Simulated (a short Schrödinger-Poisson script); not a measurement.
System: symmetric double-gate stack, Al2O3 on p-type Si(100), at 300 K.

| layer | material | thickness (nm) | Na (cm⁻³) |
|---|---|---|---|
| 1 | Al2O3 | 5.8 | - |
| 2 | Si | 5 | 9e17 |
| 3 | Al2O3 | 5.8 | - |

The device is made up for the run: typed textbook-type constants, with dimensions and the other settings drawn at random. Al2O3: permittivity 9, conduction-band edge (eV) 2.7, gap (eV) 6.8, electron mass (mₑ) 0.3. Si: permittivity 11.7, conduction-band edge (eV) 0, gap (eV) 1.124, Nv at 300 K (cm⁻³) 3.1e19.

Channel valleys (confinement mass, in-plane density-of-states mass, number): Δ2 0.916, 0.19, 2; Δ4 0.19, 0.417, 4. At the gates, both at one voltage, the conduction-band edge of layer 1 lies 3.05 eV − eVg above the Fermi level of the channel. Gaps are held at their typed values at every temperature. Mesh 0.03 nm at interfaces.

Solved with a short Schrödinger-Poisson script written for these runs: 1D Poisson equation in equilibrium, electrons quantum, Hartree (BenDaniel-Duke, 12 states a valley, the channel's in-plane mass for all, wave functions free to enter the dielectric), parabolic valleys, classical holes, full ionisation, no traps, pinning or gate leakage.

Only gate voltages with over 1e8 electrons/cm² are shown.

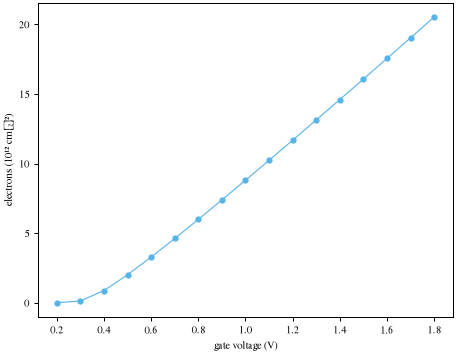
Figure: Sheet density against gate voltage

```tsv
Vg (V)	electrons (cm⁻²)	C (μF/cm²)	Δ2 E0 (meV)	Δ2 E1 (meV)	Δ4 E0 (meV)	Δ4 E1 (meV)
0.2	4.07e9	0.0254	195.8	241.6	241.4	424.4
0.3	1.36e11	0.625	104.9	150.4	150.5	333.1
0.4	8.82e11	1.63	56.2	100.1	101.5	282.1
0.5	2.02e12	1.96	34.2	75.6	79.2	256.8
0.6	3.29e12	2.10	20.9	59.7	65.6	240.1
0.7	4.63e12	2.17	11.5	47.7	56.0	227.3
0.8	6.00e12	2.22	4.1	37.9	48.6	216.7
0.9	7.39e12	2.26	-1.9	29.4	42.5	207.6
1	8.81e12	2.28	-7.2	22.0	37.4	199.6
1.1	1.02e13	2.30	-11.8	15.3	33.0	192.4
1.2	1.17e13	2.32	-16.0	9.2	29.2	185.8
1.3	1.31e13	2.34	-19.9	3.5	25.7	179.8
1.4	1.46e13	2.35	-23.5	-1.8	22.6	174.1
1.5	1.61e13	2.36	-26.9	-6.8	19.7	168.8
1.6	1.76e13	2.38	-30.2	-11.5	17.1	163.9
1.7	1.90e13	2.39	-33.4	-16.0	14.6	159.1
1.8	2.05e13	2.39	-36.5	-20.3	12.3	154.7
```

Subbands count from the Fermi level. The capacitance is that of both gates.
